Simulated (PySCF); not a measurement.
**[Pr(H2O)5]3+: how settings move a single point**

Which settings matter for [Pr(H2O)5]3+? Each run alters one on purpose. The species was built from a template and needn't be a known compound.

Method: r2SCAN, Pr lcecp-1-SVP with ECP48, O def2-SVP, H def2-SVP; scalar-relativistic core potentials, no spin–orbit coupling; program: PySCF 2.14.0.

5 further runs of the same task are left out: 2 for a known fault of the program, 1 that didn't finish, 2 set aside as unsound or not needed.

### Step 1. Where the work starts

16 atoms, charge 3, spin multiplicity 1.

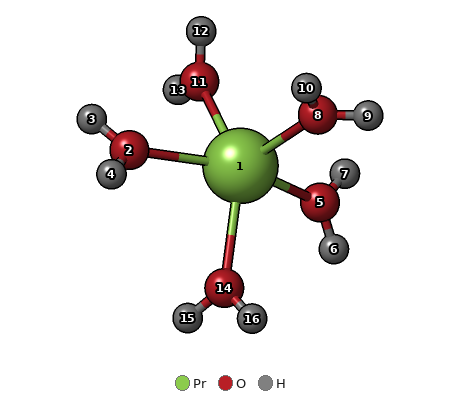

The structure; praseodymium green, oxygen red, hydrogen grey; atoms are numbered from 1 in the order of the file.

Coordinates:

```xyz
16
H10O5Pr
Pr    0.0011    0.0000    0.0000
O    -0.4925    0.0440    2.4014
H    -0.8632    0.7760    2.9394
H    -0.3835   -0.6811    3.0532
O    -0.4925   -0.0440   -2.4014
H    -0.8632   -0.7760   -2.9394
H    -0.3835    0.6811   -3.0532
O     2.4216    0.0000    0.0000
H     3.0315   -0.1334   -0.7591
H     3.0315    0.1334    0.7591
O    -0.8952    2.2721   -0.0333
H    -0.4318    3.1144    0.1662
H    -1.8017    2.5642   -0.2708
O    -0.8952   -2.2721    0.0333
H    -1.8017   -2.5642    0.2708
H    -0.4318   -3.1144   -0.1662
```

Formal oxidation states: Pr +3. Each metal's 2 4f electrons lie in its core potential, so multiplicities, spins and levels count the valence alone. An earlier session relaxed this geometry at r2SCAN, Pr lcecp-1-SVP with ECP48, O def2-SVP, H def2-SVP (singlet, point group C2).

The sound run used a (50, 194) grid (finer on f atoms), a threshold of 1e-8 and at most 55 cycles, and ended at -413.675066 Eh.

### Step 2. Altered run 1

run.py (the lines that set the calculation) reads:

```python
mol = gto.M(atom='''
Pr     0.00114     0.00000     0.00000
O     -0.49252     0.04396     2.40140
H     -0.86320     0.77603     2.93945
H     -0.38353    -0.68111     3.05323
O     -0.49252    -0.04396    -2.40140
H     -0.86320    -0.77603    -2.93945
H     -0.38353     0.68111    -3.05323
O      2.42161     0.00000     0.00000
H      3.03149    -0.13336    -0.75907
H      3.03149     0.13336     0.75907
O     -0.89525     2.27206    -0.03328
H     -0.43175     3.11437     0.16618
H     -1.80170     2.56423    -0.27084
O     -0.89525    -2.27206     0.03328
H     -1.80170    -2.56423     0.27084
H     -0.43175    -3.11437    -0.16618''',
    basis={'Pr': 'lcecp-1-SVP', 'O': 'def2-SVP', 'H': 'def2-SVP'},
    ecp={'Pr': 'lcecp-1-SVP'},
    charge=3, spin=0)
mf = dft.RKS(mol, xc='R2SCAN')
mf.grids.atom_grid = (50, 194)  # f atoms: unpruned, at least (60, 302)
mf = mf.density_fit()  # fitting sets: Pr AutoAux, O def2-universal-JKFIT, H def2-universal-JKFIT
mf.conv_tol = 1e-08; mf.max_cycle = 55
mf.kernel(dm0)  # dm0: smeared density
```

Launch:

```sh
> OMP_NUM_THREADS=4 python run.py
```

Log:

```text
init E= -413.648017932662
  HOMO = -0.789844327082407  LUMO = -0.53382073982372  gap/eV = 6.96676
cycle= 1 E= -413.674742455038  delta_E= -0.0267  |g|= 0.0341  |ddm|= 0.0599
  HOMO = -0.784713830105502  LUMO = -0.542537624548071  gap/eV = 6.58995
cycle= 2 E= -413.674428698433  delta_E= 0.000314  |g|= 0.0545  |ddm|= 0.0888
  HOMO = -0.788564238809122  LUMO = -0.539857921059146  gap/eV = 6.76764
cycle= 3 E= -413.675058517803  delta_E= -0.00063  |g|= 0.00541  |ddm|= 0.042
  HOMO = -0.788046375165393  LUMO = -0.538480563614134  gap/eV = 6.79103
cycle= 4 E= -413.675066369233  delta_E= -7.85e-06  |g|= 0.000395  |ddm|= 0.00731
  HOMO = -0.788076308977414  LUMO = -0.538479371999531  gap/eV = 6.79188
cycle= 5 E= -413.675066396266  delta_E= -2.7e-08  |g|= 6.06e-05  |ddm|= 0.000317
  HOMO = -0.788077316929825  LUMO = -0.538488010296801  gap/eV = 6.79167
cycle= 6 E= -413.67506639672  delta_E= -4.54e-10  |g|= 4.97e-05  |ddm|= 9.6e-05
  HOMO = -0.788076982594486  LUMO = -0.538486928756287  gap/eV = 6.79169
Extra cycle  E= -413.675066395773  delta_E= 9.47e-10  |g|= 8.68e-05  |ddm|= 8.31e-05
converged SCF energy = -413.675066395773
```

Run time: 5.2 s. Hardware: 4 threads of AMD EPYC 9R45 (Zen 5), shared host.

Changed: the starting guess (smeared density). It converges in 6 cycles, at the sound run's energy within 0.001 eV, with a largest force component of 0.02 eV/Å. The result survives the change.

### Step 3. Altered run 2

run.py (the lines that set the calculation), as its differences from that of step 2:

```diff
@@ -23,3 +23,3 @@
 mf = mf.density_fit()  # fitting sets: Pr AutoAux, O def2-universal-JKFIT, H def2-universal-JKFIT
-mf.conv_tol = 1e-08; mf.max_cycle = 55
-mf.kernel(dm0)  # dm0: smeared density
+mf.conv_tol = 0.001; mf.max_cycle = 55
+mf.kernel(dm0)  # dm0: free metal ions and neutral atoms
```

Launch:

```sh
> OMP_NUM_THREADS=4 python run.py
```

Log:

```text
init E= -404.898118249342
  HOMO = -1.14296564307278  LUMO = -0.695272396696662  gap/eV = 12.18235
cycle= 1 E= -411.752458343133  delta_E= -6.85  |g|= 3.24  |ddm|= 3.56
  HOMO = -0.444607089362226  LUMO = -0.407951140604524  gap/eV = 0.99746
cycle= 2 E= -404.057910563301  delta_E= 7.69  |g|= 6.16  |ddm|= 6.29
  HOMO = -0.771308998042073  LUMO = -0.429750883295529  gap/eV = 9.29427
cycle= 3 E= -413.538964297723  delta_E= -9.48  |g|= 0.656  |ddm|= 5.39
  HOMO = -0.796919824061783  LUMO = -0.56909242400329  gap/eV = 6.19950
cycle= 4 E= -413.666562708566  delta_E= -0.128  |g|= 0.203  |ddm|=  1.2
  HOMO = -0.7824591864958  LUMO = -0.540713336213024  gap/eV = 6.57824
cycle= 5 E= -413.671610163066  delta_E= -0.00505  |g|= 0.136  |ddm|= 0.208
  HOMO = -0.786706684832555  LUMO = -0.537405735142177  gap/eV = 6.78382
cycle= 6 E= -413.675023639346  delta_E= -0.00341  |g|= 0.0149  |ddm|= 0.0925
  HOMO = -0.787908826126225  LUMO = -0.538178251559421  gap/eV = 6.79552
cycle= 7 E= -413.675065858512  delta_E= -4.22e-05  |g|= 0.00144  |ddm|= 0.0099
  HOMO = -0.788210150890671  LUMO = -0.538670817605719  gap/eV = 6.79031
Extra cycle  E= -413.675065842073  delta_E= 1.64e-08  |g|= 0.00164  |ddm|= 0.0035
converged SCF energy = -413.675065842073
```

Wall time 5.5 s (4 threads of AMD EPYC 9R45 (Zen 5), shared host).

Changed: the SCF threshold (0.001). It converges in 7 cycles, at the sound run's energy within 0.001 eV, with a largest force component of 0.02 eV/Å. The result survives the change.

### Step 4. Altered run 3

run.py (the lines that set the calculation), as its differences from that of step 3:

```diff
@@ -21,5 +21,5 @@
 mf = dft.RKS(mol, xc='R2SCAN')
-mf.grids.atom_grid = (50, 194)  # f atoms: unpruned, at least (60, 302)
+mf.grids.atom_grid = (15, 26)  # f atoms: unpruned
 mf = mf.density_fit()  # fitting sets: Pr AutoAux, O def2-universal-JKFIT, H def2-universal-JKFIT
-mf.conv_tol = 0.001; mf.max_cycle = 55
+mf.conv_tol = 1e-08; mf.max_cycle = 55
 mf.kernel(dm0)  # dm0: free metal ions and neutral atoms
```

Launch:

```sh
> OMP_NUM_THREADS=4 python run.py
```

Log:

```text
init E= -404.824481264723
  HOMO = -1.13982824051002  LUMO = -0.700667632450238  gap/eV = 11.95017
cycle= 1 E= -411.628527322482  delta_E= -6.8  |g|=  3.3  |ddm|=  3.6
  HOMO = -0.433296267638408  LUMO = -0.402248220111232  gap/eV = 0.84486
cycle= 2 E= -403.435417577872  delta_E= 8.19  |g|= 6.26  |ddm|= 6.46
  HOMO = -0.770580791966841  LUMO = -0.432305496415278  gap/eV = 9.20494
cycle= 3 E= -413.465748080056  delta_E=  -10  |g|= 0.684  |ddm|= 5.58
  HOMO = -0.793181600252224  LUMO = -0.572297573426411  gap/eV = 6.01056
cycle= 4 E= -413.605660612889  delta_E= -0.14  |g|= 0.193  |ddm|= 1.24
  HOMO = -0.777988618518191  LUMO = -0.540921650661861  gap/eV = 6.45092
cycle= 5 E= -413.610912091509  delta_E= -0.00525  |g|= 0.115  |ddm|= 0.192
  HOMO = -0.780995266871402  LUMO = -0.538916363247534  gap/eV = 6.58730
cycle= 6 E= -413.613321472872  delta_E= -0.00241  |g|= 0.0202  |ddm|= 0.0826
  HOMO = -0.78276169921713  LUMO = -0.539642061109414  gap/eV = 6.61562
cycle= 7 E= -413.613399564854  delta_E= -7.81e-05  |g|= 0.00143  |ddm|= 0.0133
  HOMO = -0.782949764505992  LUMO = -0.539936351839678  gap/eV = 6.61273
cycle= 8 E= -413.613400101859  delta_E= -5.37e-07  |g|= 0.00055  |ddm|= 0.00266
  HOMO = -0.782845329177641  LUMO = -0.539911150015625  gap/eV = 6.61058
cycle= 9 E= -413.613400145954  delta_E= -4.41e-08  |g|= 0.000303  |ddm|= 0.000541
  HOMO = -0.782870073367117  LUMO = -0.539892901556437  gap/eV = 6.61175
cycle= 10 E= -413.613400162634  delta_E= -1.67e-08  |g|= 4.8e-05  |ddm|= 0.000199
  HOMO = -0.782867627818781  LUMO = -0.539890590809404  gap/eV = 6.61174
cycle= 11 E= -413.613400163158  delta_E= -5.24e-10  |g|= 5.38e-06  |ddm|= 4.98e-05
  HOMO = -0.782867376880963  LUMO = -0.539891643095231  gap/eV = 6.61171
Extra cycle  E= -413.613400163161  delta_E= -3.18e-12  |g|= 5.13e-06  |ddm|= 1.2e-05
converged SCF energy = -413.613400163161
```

It took 3.5 s on 4 threads of AMD EPYC 9R45 (Zen 5), shared host.

Changed: the integration grid, to (15, 26). It converges in 11 cycles, +1.678 eV from the sound run, with a largest force component of 12.69 eV/Å. The setting is unsound, so these numbers aren't the compound's.

### Step 5. Altered run 4

run.py (the lines that set the calculation), as its differences from that of step 4:

```diff
@@ -21,3 +21,3 @@
 mf = dft.RKS(mol, xc='R2SCAN')
-mf.grids.atom_grid = (15, 26)  # f atoms: unpruned
+mf.grids.atom_grid = (30, 86)  # f atoms: unpruned
 mf = mf.density_fit()  # fitting sets: Pr AutoAux, O def2-universal-JKFIT, H def2-universal-JKFIT
```

Launch:

```sh
> OMP_NUM_THREADS=4 python run.py
```

Log:

```text
init E= -404.890168915563
  HOMO = -1.14227304776665  LUMO = -0.695314302596489  gap/eV = 12.16237
cycle= 1 E= -411.742806036065  delta_E= -6.85  |g|= 3.24  |ddm|= 3.56
  HOMO = -0.444316234215577  LUMO = -0.40794198681527  gap/eV = 0.98979
cycle= 2 E= -404.042047355636  delta_E=  7.7  |g|= 6.15  |ddm|= 6.29
  HOMO = -0.770797513940389  LUMO = -0.429811307422135  gap/eV = 9.27871
cycle= 3 E= -413.531740825286  delta_E= -9.49  |g|= 0.655  |ddm|= 5.39
  HOMO = -0.797821415122196  LUMO = -0.569050792191077  gap/eV = 6.22517
cycle= 4 E= -413.659372487176  delta_E= -0.128  |g|= 0.202  |ddm|=  1.2
  HOMO = -0.781911247375771  LUMO = -0.540552927895602  gap/eV = 6.56769
cycle= 5 E= -413.664393962661  delta_E= -0.00502  |g|= 0.135  |ddm|= 0.207
  HOMO = -0.787539135170252  LUMO = -0.537286755489535  gap/eV = 6.80971
cycle= 6 E= -413.667787953217  delta_E= -0.00339  |g|= 0.015  |ddm|= 0.0923
  HOMO = -0.788710274610207  LUMO = -0.538064175254984  gap/eV = 6.82043
cycle= 7 E= -413.667831057433  delta_E= -4.31e-05  |g|= 0.0014  |ddm|= 0.00996
  HOMO = -0.788947567475259  LUMO = -0.538397095570009  gap/eV = 6.81783
cycle= 8 E= -413.6678313821  delta_E= -3.25e-07  |g|= 0.00104  |ddm|= 0.00246
  HOMO = -0.788877180330864  LUMO = -0.538391670989899  gap/eV = 6.81606
cycle= 9 E= -413.667831581317  delta_E= -1.99e-07  |g|= 0.000111  |ddm|= 0.000676
  HOMO = -0.788874580676887  LUMO = -0.53837521520777  gap/eV = 6.81643
cycle= 10 E= -413.667831583907  delta_E= -2.59e-09  |g|= 2.15e-05  |ddm|= 0.00011
  HOMO = -0.78887219737367  LUMO = -0.538375260969797  gap/eV = 6.81637
Extra cycle  E= -413.667831583934  delta_E= -2.69e-11  |g|= 1.97e-05  |ddm|= 4.39e-05
converged SCF energy = -413.667831583934
```

Wall time 4.2 s (4 threads of AMD EPYC 9R45 (Zen 5), shared host).

Changed: the integration grid, to (30, 86). It converges in 10 cycles, +0.197 eV from the sound run, with a largest force component of 0.25 eV/Å. The setting is unsound, so these numbers aren't the compound's.

### Step 6. Results

| run | changed | ending | energy change (eV) | cycles | time | usable |
| --- | --- | --- | --- | --- | --- | --- |
| 1 | the starting guess | converged | 0.000 | 6 | 5.2 s | yes |
| 2 | the SCF threshold | converged | 0.000 | 7 | 5.5 s | yes |
| 3 | the integration grid | converged | +1.678 | 11 | 3.5 s | no |
| 4 | the integration grid | converged | +0.197 | 10 | 4.2 s | no |

2 of 4 altered runs give a usable result. 2 ended normally with numbers unfit to quote.
